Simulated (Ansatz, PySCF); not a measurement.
Dissociation curve of SB (cation, charge +1), lowest triplet found (which spin is the ground state isn't settled by this scan).

- UHF/cc-pVDZ (Ansatz, an electronic-structure program)
- UMP2 = MP2 on UHF/cc-pVDZ, frozen core (Ansatz)
- UCCSDT(Q) = CCSDT(Q) on UHF/cc-pVDZ, frozen core run with Ansatz
- UHF/STO-3G = unrestricted Hartree-Fock/STO-3G (PySCF)

Energies are in kcal/mol, each relative to the lowest point of its own curve between 1.46 and 2.15 Å, where full CI is lowest.

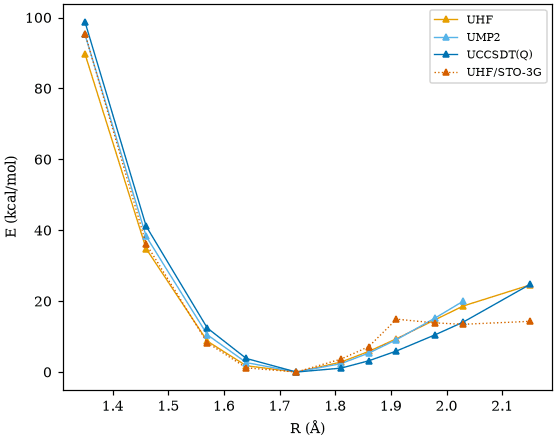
Fig. 1. Energy against bond length for each method.

```tsv
R / Å	UHF	UMP2	UCCSDT(Q)	UHF/STO-3G
1.35	89.8	95.3	98.8	95.5
1.46	34.8	38.3	41.1	36.1
1.57	8.7	10.5	12.4	8.3
1.64	1.8	2.7	3.8	1.2
1.73	0.0	0.0	0.0	0.0
1.81	2.8	2.4	1.1	3.6
1.86	5.8	5.3	3.2	7.2
1.91	9.4	9.1	5.9	14.9
1.98	14.8	15.3	10.5	13.9
2.03	18.6	20.0	14.1	13.5
2.15	24.6	—	24.7	14.3
```

At the longest distance, 2.15 Å, UCCSDT(Q) lies highest above its minimum (24.7 kcal/mol) and UHF/STO-3G lowest (14.3 kcal/mol).

A dash means that the run gave no value there, or that the column was ended at a point which the program doubted or which failed a test of continuity chosen for this set; such a test can also cut sound points.

The scan ran from 1.35 to 6.42 Å; beyond the distances shown full CI changes its symmetry label. The unrestricted determinant behind UHF, UMP2, UCCSDT(Q) is spin-contaminated at 2.15 Å (<S²> up to 2.4, against 2.00 for a pure triplet). The unrestricted determinant behind UHF/STO-3G is spin-contaminated at 1.91 to 2.15 Å (<S²> up to 2.5, against 2.00 for a pure triplet).
